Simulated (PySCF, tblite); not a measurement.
# B13N14H13: electronic excitations, NMR shifts

Wanted: electronic excitations, NMR shifts for B13N14H13.

Programs: tblite 0.8.0 and PySCF 2.14.0, with routines of our own; each step states its level. All values are computed. Atoms count from 0.

## Step 1: The system as given

40 atoms, charge 0, multiplicity 1; geometry from: force field, distance geometry or constructed start.

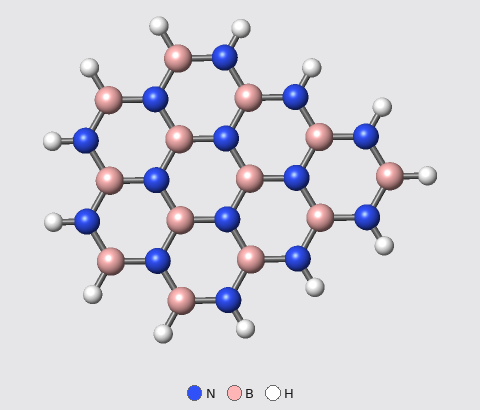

The starting geometry (nitrogen blue, boron pink, hydrogen white).

## Step 2: Optimising the geometry with GFN2-xTB

What the job is given:

```
{"job": {"kind": "relax", "xc": "GFN2-xTB", "basis": "xTB"}, "charge": 0, "multiplicity": 1}
N      1.260600     4.460200    -0.001600
B     -0.003200     5.189600    -0.006900
N     -1.250500     4.459700     0.001000
B     -1.256400     3.016400    -0.006200
N     -0.001000     2.285800     0.003400
B      1.252400     3.011500    -0.002600
N      2.511600    -2.061300    -0.003300
B      1.259100    -1.335300     0.001500
N      0.002700    -2.065100    -0.000400
B     -0.002800    -3.513800     0.001600
N      1.253600    -4.239200    -0.002100
B      2.509000    -3.515000    -0.000000
N      3.763800     0.112700     0.005000
B      2.513700     0.836400    -0.002700
N      1.253500     0.117100     0.000200
B      3.765300    -1.337400     0.006300
N     -2.511100     2.288900     0.000900
B     -2.512600     0.833600    -0.001000
N     -1.256300     0.113800     0.002500
B      0.002800     0.837900     0.002700
B     -1.258000    -1.334200     0.001500
N     -2.512400    -2.061500    -0.000200
B     -2.508100    -3.508400     0.006600
N     -1.259900    -4.242300    -0.001500
N      2.512000     2.289600     0.000900
N     -3.773300     0.111100     0.002500
B     -3.766500    -1.335700    -0.000700
H      2.155800     4.982600     0.001200
H      0.000600     6.357400    -0.002000
H     -2.155300     4.982400     0.003400
H      1.259300    -5.277400    -0.001100
H      3.522800    -4.096700     0.000200
H      4.666900     0.632100    -0.001900
H      4.782600    -1.924300     0.003700
H     -3.410900     2.808800    -0.003300
H     -3.524200    -4.095800    -0.002900
H     -1.256500    -5.277900    -0.004100
H      3.413000     2.809500    -0.002600
H     -4.666800     0.628100    -0.000100
H     -4.785300    -1.919600     0.001200
```

On the command line:

```
> OMP_NUM_THREADS=2 python large_run.py task.json out
```

One launch serves the whole session: the jobs run in the order shown.

Output:

```text
step      E/eV     max force
  0   -1761.12650    1.426
  1   -1761.35195    0.874
  2   -1761.49066    0.599
  3   -1761.57219    0.579
  4   -1761.64636    0.489
  5   -1761.68322    0.366
  6   -1761.69874    0.193
  7   -1761.70391    0.128
  8   -1761.70694    0.089
  9   -1761.70896    0.088
 10   -1761.71051    0.075
 11   -1761.71173    0.066
 12   -1761.71264    0.051
 13   -1761.71324    0.041
 14   -1761.71363    0.030
 15   -1761.71384    0.023
 16   -1761.71395    0.015
```

Run time: 0.72 s. Hardware: 2 threads of Arm Neoverse N1, shared host; peak memory 0.16 GiB.

The steps of the relaxation:

| step | energy from step 0 (eV) | largest force (eV/Å) |
| --- | --- | --- |
| 0 | 0.0000 | 1.4262 |
| 1 | -0.2254 | 0.8732 |
| 2 | -0.3642 | 0.5982 |
| 3 | -0.4457 | 0.5789 |
| 4 | -0.5199 | 0.4887 |
| 5 | -0.5567 | 0.3667 |
| 6 | -0.5722 | 0.1931 |
| 7 | -0.5774 | 0.1280 |
| 8 | -0.5804 | 0.0892 |
| 9 | -0.5825 | 0.0880 |
| 10 | -0.5840 | 0.0750 |
| 11 | -0.5852 | 0.0654 |
| 12 | -0.5861 | 0.0512 |
| 13 | -0.5867 | 0.0409 |
| 14 | -0.5871 | 0.0300 |
| 15 | -0.5873 | 0.0232 |
| 16 | -0.5874 | 0.0153 |

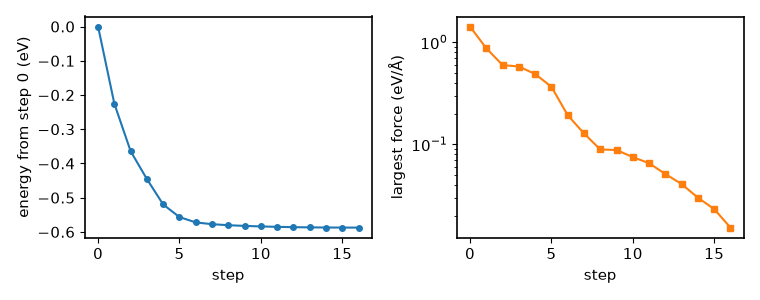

Energy and force, step by step.

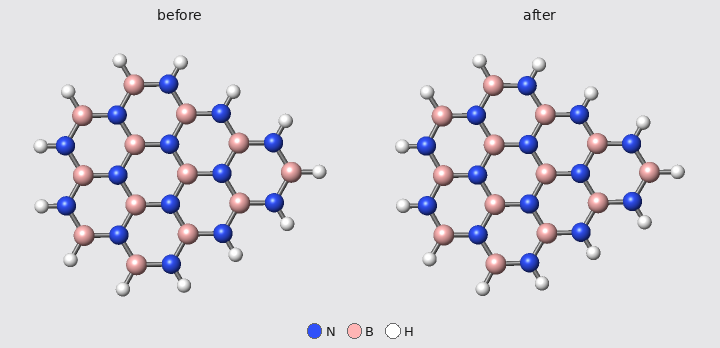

The geometry before (left) and after (right).

Distances of close pairs at the start and the end, largest changes first:

| bond | before (Å) | after (Å) | change (Å) |
| --- | --- | --- | --- |
| N0–B1 | 1.459 | 1.414 | -0.045 |
| N12–B15 | 1.450 | 1.409 | -0.041 |
| N10–B11 | 1.449 | 1.410 | -0.039 |
| B22–N23 | 1.448 | 1.410 | -0.038 |
| N25–B26 | 1.447 | 1.409 | -0.038 |
| N2–H29 | 1.045 | 1.008 | -0.037 |
| N12–H32 | 1.042 | 1.009 | -0.033 |
| N16–B17 | 1.455 | 1.424 | -0.032 |

The final coordinates are the input of the step that follows.

## Step 3: Electronic excitations: TDA PBE0/def2-SVP

What the job is given:

```
{"job": {"kind": "uv", "basis": "def2-SVP", "grid": 1, "kgrid": 0, "vcut": 1.5, "nstates": 6, "ntriplets": 2, "tda": true, "delta": [], "pop": true, "xc": "PBE0"}, "charge": 0, "multiplicity": 1}
N      1.207638     4.419984    -0.001433
B      0.000285     5.155725    -0.001383
N     -1.207248     4.420214    -0.000587
B     -1.239761     2.989951    -0.000373
N      0.000002     2.267520    -0.000331
B      1.239887     2.989752    -0.000680
N      2.501235    -2.051631     0.001214
B      1.248846    -1.325164     0.000953
N     -0.000502    -2.037289     0.000967
B     -0.000537    -3.467266    -0.000340
N      1.249952    -4.158859    -0.000681
B      2.488195    -3.483952     0.000089
N      3.703456     0.086073     0.000974
B      2.481697     0.831639     0.000214
N      1.243101     0.110564     0.000779
B      3.735512    -1.322697     0.002067
N     -2.461937     2.255833    -0.000861
B     -2.482155     0.832200     0.000474
N     -1.243669     0.110869     0.001084
B     -0.000203     0.829883     0.000603
B     -1.249712    -1.324915     0.001168
N     -2.502178    -2.051269     0.001145
B     -2.489385    -3.483655    -0.000092
N     -1.251163    -4.158637    -0.000987
N      2.461817     2.255274    -0.000856
N     -3.704011     0.086783     0.000647
B     -3.736267    -1.322030     0.001043
H      2.084130     4.918591    -0.001656
H      0.000556     6.330695    -0.002484
H     -2.083463     4.919280     0.000002
H      1.241961    -5.167766    -0.001594
H      3.489809    -4.097077    -0.000145
H      4.575629     0.592939     0.001194
H      4.765521    -1.887069     0.003808
H     -3.336780     2.758389    -0.001954
H     -3.491144    -4.096639    -0.000563
H     -1.243503    -5.167548    -0.002050
H      3.336763     2.757610    -0.001516
H     -4.576104     0.593862     0.000194
H     -4.766269    -1.886351     0.001038
```

Level: TDA PBE0/def2-SVP, vertical, gas phase, core orbitals frozen in the response, virtual orbitals cut by energy.

Output:

```text
start: PBE on a coarse grid of 34829 points
cycle   1  E = -1096.0684839505  dE =  4.530e+00  |g| = 1.354e+00  |ddm| = 8.342e+00
cycle   2  E = -1095.3476997896  dE =  7.208e-01  |g| = 2.226e+00  |ddm| = 3.445e+00
cycle   3  E = -1096.4872760503  dE = -1.140e+00  |g| = 1.972e-01  |ddm| = 2.235e+00
cycle   4  E = -1096.4970962048  dE = -9.820e-03  |g| = 7.784e-02  |ddm| = 2.845e-01
cycle   5  E = -1096.4984206848  dE = -1.324e-03  |g| = 3.094e-02  |ddm| = 9.439e-02
cycle   6  E = -1096.4986359861  dE = -2.153e-04  |g| = 9.730e-03  |ddm| = 3.572e-02
final grid: 154348 points
cycle   7  E = -1096.7824313836  dE = -1.766e-02  |g| = 3.435e-02  |ddm| = 6.695e-01
cycle   8  E = -1096.7826385253  dE = -2.071e-04  |g| = 2.452e-02  |ddm| = 8.020e-02
cycle   9  E = -1096.7827669111  dE = -1.284e-04  |g| = 9.207e-03  |ddm| = 2.784e-02
cycle  10  E = -1096.7827830775  dE = -1.617e-05  |g| = 2.623e-03  |ddm| = 9.111e-03
cycle  11  E = -1096.7827862570  dE = -3.180e-06  |g| = 3.752e-04  |ddm| = 3.077e-03
cycle  12  E = -1096.7827849115  dE =  1.346e-06  |g| = 2.089e-04  |ddm| = 5.621e-04
cycle  13  E = -1096.7827849467  dE = -3.525e-08  |g| = 3.192e-05  |ddm| = 2.022e-04
converged SCF energy = -1096.7827849467

Static polarisability (au): isotropic 222.893, principal 111.830 262.959 293.888

Singlet excitations
state   eV       nm        f      main configurations
  1   6.1384    202.0   0.02196   H->L 0.74
  2   6.5265    190.0   0.13976   H->L+1 0.77
  3   6.5606    189.0   0.07018   H-1->L 0.52, H->L+3 0.31
  4   6.6611    186.1   0.12183   H->L+2 0.41, H-1->L+1 0.32, H-3->L 0.13
  5   6.7206    184.5   0.00003   H->L+4 0.34, H-2->L 0.33
  6   6.8357    181.4   0.30245   H-1->L 0.42, H->L+3 0.41, H->L+2 0.11

Triplet excitations (Tamm-Dancoff, eV): 5.9193 6.0454
```

It took 95 s on 2 threads of Arm Neoverse N1, shared host; peak memory 1.3 GiB.

The orbitals next to the gap, with their largest atomic shares:

| orbital | eV | atoms |
| --- | --- | --- |
| HOMO−4 | -7.81 | N18 22 %, N14 22 %, N12 14 % |
| HOMO−3 | -7.61 | N8 14 %, N24 10 %, N16 10 % |
| HOMO−2 | -7.46 | N10 18 %, N23 18 %, N2 12 % |
| HOMO−1 | -7.10 | N4 18 %, N25 12 %, N12 12 % |
| HOMO | -6.78 | N2 13 %, N0 13 %, N24 12 % |
| LUMO | 0.31 | B22 18 %, B11 18 %, B26 14 % |
| LUMO+1 | 0.72 | B1 36 %, B19 15 %, B5 10 % |
| LUMO+2 | 0.74 | B22 16 %, B11 16 %, B20 9 % |
| LUMO+3 | 0.82 | B15 22 %, B26 22 %, B7 15 % |

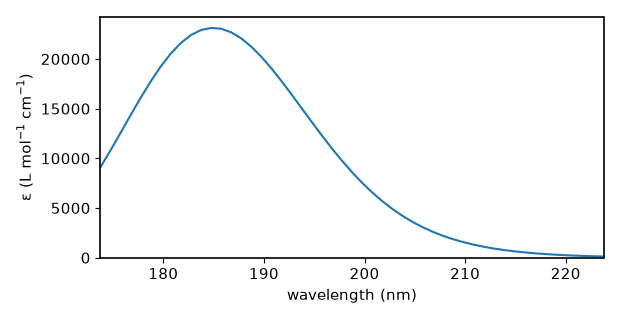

Absorption spectrum: each of the 6 states is a Gaussian band of 0.4 eV half-width at 1/e. Beyond the last state computed it falls off for lack of states.

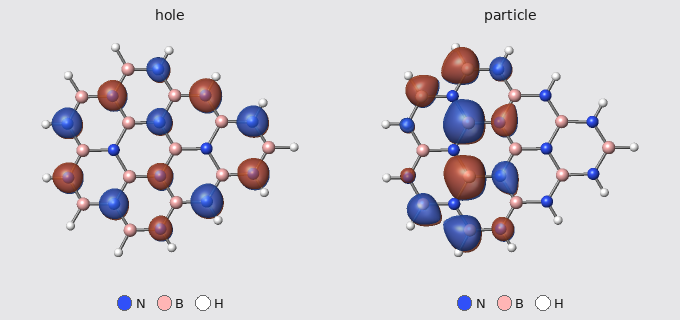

Leading natural transition orbitals of singlet state 6: the electron leaves the hole (left) for the particle orbital (right).

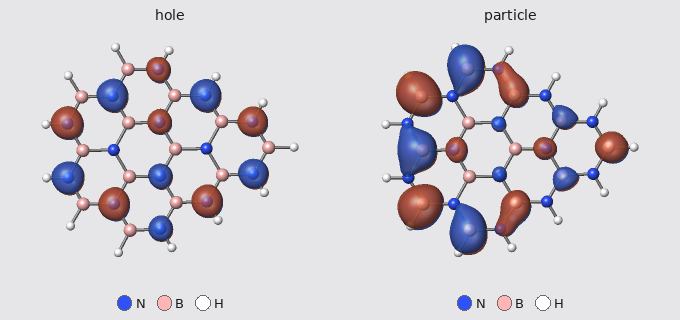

Leading natural transition orbitals of singlet state 1: the electron leaves the hole (left) for the particle orbital (right).

Further results of this job:

| property | computed |
| --- | --- |
| dipole moment (D) | 1.88 |
| polarisability (Å³) | 33.03 |
| HOMO–LUMO gap (eV) | 7.08 |
| −ε(HOMO) (eV) | 6.78 |

Orbitals, density, ELF and potential are computed afterwards from the orbital file.

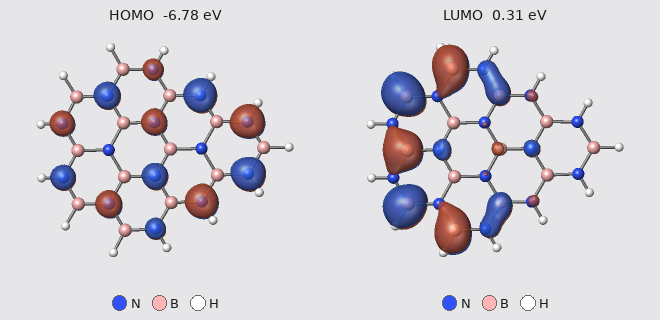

Frontier orbitals at PBE0/def2-SVP; each surface holds 70 % of the orbital's density, blue and red mark the sign.

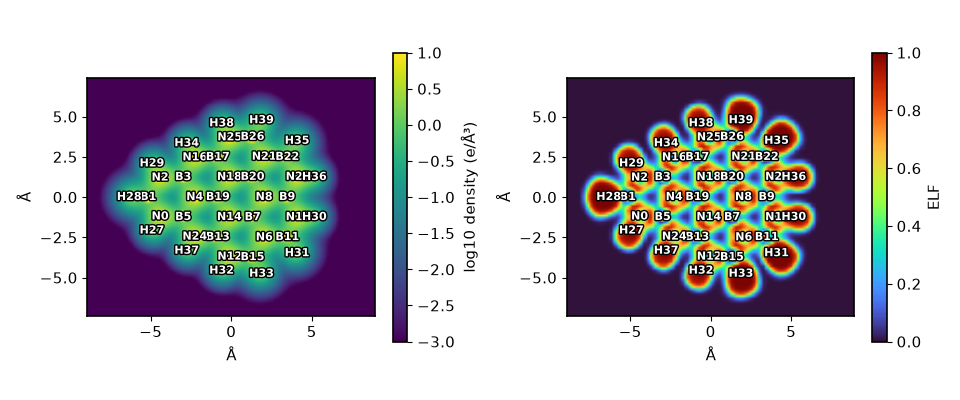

Density (left) and ELF (right) in a plane through or near 40 of the atoms.

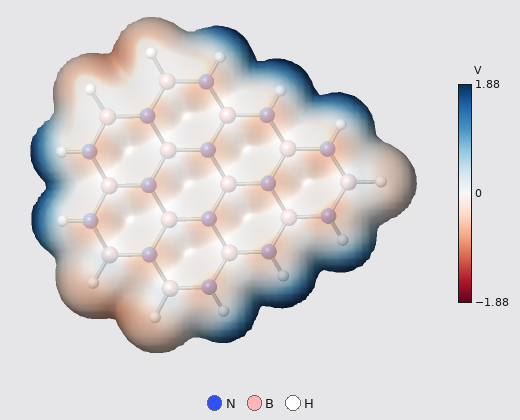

Electrostatic potential on the surface of density 0.002 e/bohr³; red is low, blue high. It runs, from the 1st to the 99th percentile, from -0.69 to 1.88 V.

## Step 4: NMR shifts: GIAO KT3/pcSseg-1

Settings changed since step 3:

```diff
@@ -1,2 +1,2 @@
-{"job": {"kind": "uv", "basis": "def2-SVP", "grid": 1, "kgrid": 0, "vcut": 1.5, "nstates": 6, "ntriplets": 2, "tda": true, "delta": [], "pop": true, "xc": "PBE0"}, "charge": 0, "multiplicity": 1}
+{"job": {"kind": "nmr", "xc": "KT3", "basis": "pcSseg-1", "pop": false}, "charge": 0, "multiplicity": 1}
 N      1.207638     4.419984    -0.001433
```

With the program's defaults for keys left out, this is: GIAO KT3/pcSseg-1 NMR shielding, non-relativistic, gas phase.

Output:

```text
start: PBE on a coarse grid of 34829 points
cycle   1  E = -1096.7489648819  dE =  4.665e+00  |g| = 1.389e+00  |ddm| = 6.530e+00
cycle   2  E = -1096.0173151758  dE =  7.316e-01  |g| = 2.281e+00  |ddm| = 2.981e+00
cycle   3  E = -1097.1727162759  dE = -1.155e+00  |g| = 2.010e-01  |ddm| = 2.002e+00
cycle   4  E = -1097.1824977477  dE = -9.781e-03  |g| = 7.488e-02  |ddm| = 2.418e-01
cycle   5  E = -1097.1837071324  dE = -1.209e-03  |g| = 2.772e-02  |ddm| = 7.439e-02
cycle   6  E = -1097.1838679155  dE = -1.608e-04  |g| = 1.041e-02  |ddm| = 3.033e-02
cycle   7  E = -1097.1838905496  dE = -2.263e-05  |g| = 2.216e-03  |ddm| = 8.063e-03
final grid: 326903 points
cycle   8  E = -1116.1899009412  dE = -5.437e-02  |g| = 1.541e-01  |ddm| = 5.804e-01
cycle   9  E = -1116.1817205659  dE =  8.180e-03  |g| = 2.484e-01  |ddm| = 2.690e-01
cycle  10  E = -1116.1949964149  dE = -1.328e-02  |g| = 1.439e-02  |ddm| = 1.649e-01
cycle  11  E = -1116.1950415135  dE = -4.510e-05  |g| = 5.859e-03  |ddm| = 1.725e-02
cycle  12  E = -1116.1950476171  dE = -6.104e-06  |g| = 2.285e-03  |ddm| = 5.657e-03
cycle  13  E = -1116.1950509694  dE = -3.352e-06  |g| = 4.097e-04  |ddm| = 2.318e-03
cycle  14  E = -1116.1950512649  dE = -2.955e-07  |g| = 1.424e-04  |ddm| = 4.020e-04
cycle  15  E = -1116.1950510613  dE =  2.036e-07  |g| = 4.534e-05  |ddm| = 1.562e-04
converged SCF energy = -1116.1950510613

GIAO shielding tensors (ppm)
atom      isotropic    diamagn.    paramagn.     s11        s22        s33       span
  0 N      147.728     324.354    -176.626     54.856    179.029    209.299    154.443
  1 B       76.844     195.411    -118.567     53.003     67.120    110.411     57.409
  2 N      147.735     324.344    -176.608     54.864    179.032    209.310    154.446
  3 B       80.510     200.590    -120.080     65.983     72.985    102.562     36.579
  4 N      141.708     342.070    -200.362     80.264     84.204    260.656    180.391
  5 B       80.511     200.599    -120.089     65.978     72.990    102.565     36.587
  6 N      111.057     336.228    -225.171     24.338     45.217    263.615    239.277
  7 B       78.853     201.571    -122.718     66.280     70.885     99.394     33.114
  8 N      137.176     346.493    -209.316     74.169     74.890    262.470    188.300
  9 B       80.780     201.702    -120.922     68.850     70.009    103.482     34.632
 10 N      140.466     323.887    -183.421     41.240    172.149    208.007    166.767
 11 B       71.955     195.624    -123.669     49.603     63.268    102.995     53.392
 12 N      140.404     327.198    -186.794     40.692    173.218    207.300    166.608
 13 B       80.280     202.760    -122.480     65.503     73.443    101.893     36.389
 14 N      139.110     349.603    -210.493     75.067     80.215    262.047    186.980
 15 B       72.024     196.658    -124.634     49.344     63.952    102.776     53.432
 16 N      165.236     327.891    -162.656    107.523    189.187    198.997     91.475
 17 B       80.279     202.761    -122.482     65.499     73.446    101.892     36.394
 18 N      139.108     349.602    -210.494     75.079     80.210    262.035    186.956
 19 B       78.231     201.639    -123.408     68.528     69.190     96.975     28.447
 20 B       78.851     201.572    -122.721     66.284     70.879     99.391     33.107
 21 N      111.042     336.229    -225.188     24.315     45.196    263.615    239.300
 22 B       71.953     195.632    -123.679     49.596     63.273    102.988     53.392
 23 N      140.460     323.880    -183.419     41.234    172.137    208.010    166.776
 24 N      165.238     327.893    -162.655    107.526    189.191    198.997     91.471
 25 N      140.410     327.196    -186.786     40.716    173.217    207.298    166.582
 26 B       72.022     196.651    -124.629     49.350     63.940    102.777     53.428
 27 H       27.344      27.878      -0.534     21.746     27.918     32.369     10.623
 28 H       27.288      24.204       3.084     23.959     27.556     30.348      6.390
 29 H       27.345      27.875      -0.531     21.746     27.918     32.370     10.625
 30 H       26.905      26.379       0.526     21.485     27.380     31.850     10.364
 31 H       26.918      27.271      -0.354     23.279     28.175     29.299      6.019
 32 H       26.959      29.423      -2.464     21.343     27.834     31.701     10.358
 33 H       26.940      27.982      -1.042     23.268     28.110     29.441      6.173
 34 H       28.226      32.328      -4.102     21.485     29.359     33.834     12.349
 35 H       26.917      27.271      -0.354     23.279     28.174     29.297      6.019
 36 H       26.905      26.376       0.529     21.485     27.380     31.851     10.366
 37 H       28.227      32.332      -4.105     21.486     29.361     33.835     12.349
 38 H       26.959      29.418      -2.459     21.342     27.833     31.701     10.359
 39 H       26.940      27.980      -1.040     23.268     28.112     29.440      6.172
```

Wall time 64 s (2 threads of Arm Neoverse N1, shared host); peak memory 1.2 GiB.

Shifts follow as δ = σ(reference) − σ, with reference shieldings (ppm) from runs at the same level and on the same kind of geometry: ¹H TMS 31.76, ¹⁵N NH3 264.4, ¹¹B BF3·OEt2 100.0. The references are single molecules in the gas phase, so shifts against H2O, NH3, PH3, H3PO4 or CFCl3 are not on the usual liquid scales and can be off by tens of ppm. Atoms listed in one row are averaged.

| atoms | environment | σ (ppm) | δ (ppm) |
| --- | --- | --- | --- |
| H30, H36 | hydrogen on a nitrogen bonded to 2 B | 26.91 | 4.85 |
| H31, H35 | hydrogen on a boron bonded to 2 N | 26.92 | 4.84 |
| H33, H39 | hydrogen on a boron bonded to 2 N | 26.94 | 4.82 |
| H32, H38 | hydrogen on a nitrogen bonded to 2 B | 26.96 | 4.80 |
| H28 | hydrogen on a boron bonded to 2 N | 27.29 | 4.47 |
| H27, H29 | hydrogen on a nitrogen bonded to 2 B | 27.34 | 4.42 |
| H34, H37 | hydrogen on a nitrogen bonded to 2 B | 28.23 | 3.53 |
| N6, N21 | nitrogen bonded to 3 B | 111.0 | 153.3 |
| N8 | nitrogen bonded to 3 B | 137.2 | 127.2 |
| N14, N18 | nitrogen bonded to 3 B | 139.1 | 125.3 |
| N12, N25 | nitrogen bonded to 2 B, H | 140.4 | 124.0 |
| N10, N23 | nitrogen bonded to 2 B, H | 140.5 | 123.9 |
| N4 | nitrogen bonded to 3 B | 141.7 | 122.7 |
| N0, N2 | nitrogen bonded to 2 B, H | 147.7 | 116.7 |
| N16, N24 | nitrogen bonded to 2 B, H | 165.2 | 99.2 |
| B11, B22 | boron bonded to 2 N, H | 72.0 | 28.0 |
| B15, B26 | boron bonded to 2 N, H | 72.0 | 28.0 |
| B1 | boron bonded to 2 N, H | 76.8 | 23.1 |
| B19 | boron bonded to 3 N | 78.2 | 21.7 |
| B7, B20 | boron bonded to 3 N | 78.9 | 21.1 |
| B13, B17 | boron bonded to 3 N | 80.3 | 19.7 |
| B3, B5 | boron bonded to 3 N | 80.5 | 19.5 |
| B9 | boron bonded to 3 N | 80.8 | 19.2 |

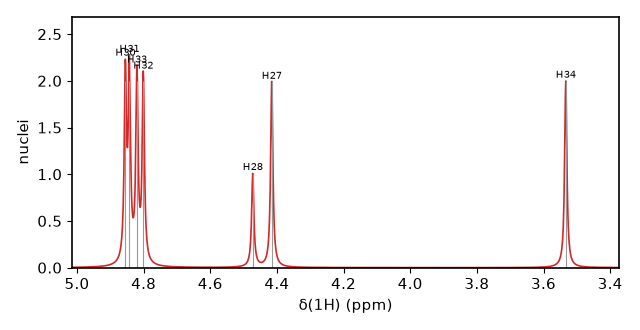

¹H lines at the computed shifts, without couplings. Lines are broadened to a width of 0.01 ppm (Lorentzian).

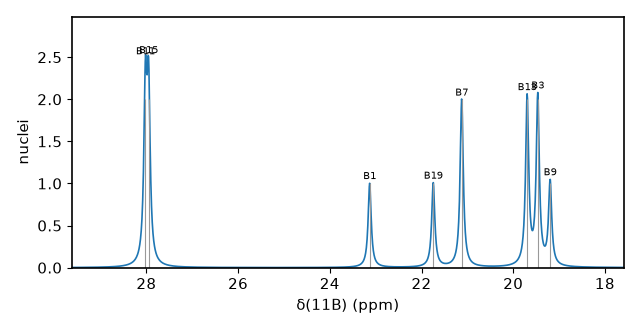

¹¹B lines at the computed shifts, without couplings. Lines are broadened to a width of 0.08 ppm (Lorentzian).

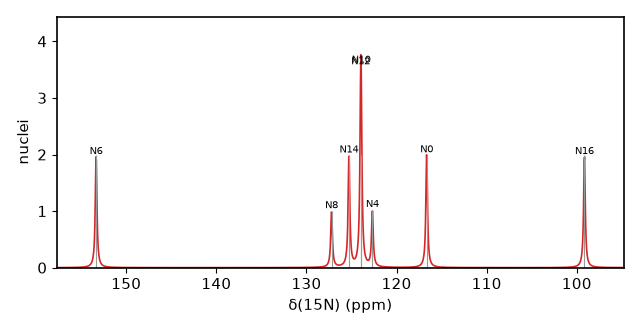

¹⁵N lines at the computed shifts, without couplings. Lines are broadened to a width of 0.22 ppm (Lorentzian).

Ring of atoms N0, B1, N2, B3, N4, B5: NICS(0) -1.9, NICS(1) -1.7, NICS(1)zz 0.7 ppm (means of both faces).

Ring of atoms B3, N4, N16, B17, N18, B19: NICS(0) -1.7, NICS(1) -1.5, NICS(1)zz 2.5 ppm (means of both faces).

Ring of atoms N6, B7, N8, B9, N10, B11: NICS(0) -1.4, NICS(1) -1.9, NICS(1)zz 0.9 ppm (means of both faces).

## Step 5: Results

| quantity | value |
| --- | --- |
| lowest singlet (PBE0/def2-SVP) | 6.14 eV (202 nm), f = 0.022 |
| brightest single state of those computed | state 6, 6.84 eV, f = 0.302 |
| lowest triplet | 5.92 eV |
| surface potential, 1st and 99th percentile | -0.69 V and 1.88 V |
| ¹H shifts against TMS (KT3/pcSseg-1, means over atoms taken as alike) | 4.85, 4.84, 4.82, 4.80, 4.47, 4.42, 3.53 ppm |
| ¹⁵N shifts against NH3 (KT3/pcSseg-1, means over atoms taken as alike) | 153.3, 127.2, 125.3, 124.0, 123.9, 122.7, 116.7, 99.2 ppm |
| ¹¹B shifts against BF3·OEt2 (KT3/pcSseg-1, means over atoms taken as alike) | 28.0, 28.0, 23.1, 21.7, 21.1, 19.7, 19.5, 19.2 ppm |

In words: The lowest singlet, at 6.14 eV, is HOMO→LUMO 0.74 and is weak; of the 6 states computed, the strongest absorption comes from state 6 at 6.84 eV (the last computed, so partners may be missing). The lowest triplet lies 0.22 eV below the lowest singlet. States above −ε(HOMO) lie where TDDFT describes them poorly and they hang on the basis; the brightest is among them. The basis of PBE0/def2-SVP has no diffuse functions, so Rydberg states are missing and the high states are unreliable. At KT3/pcSseg-1: Shielding is most anisotropic at N6, N21 (span 239 ppm, paramagnetic term -225 ppm).
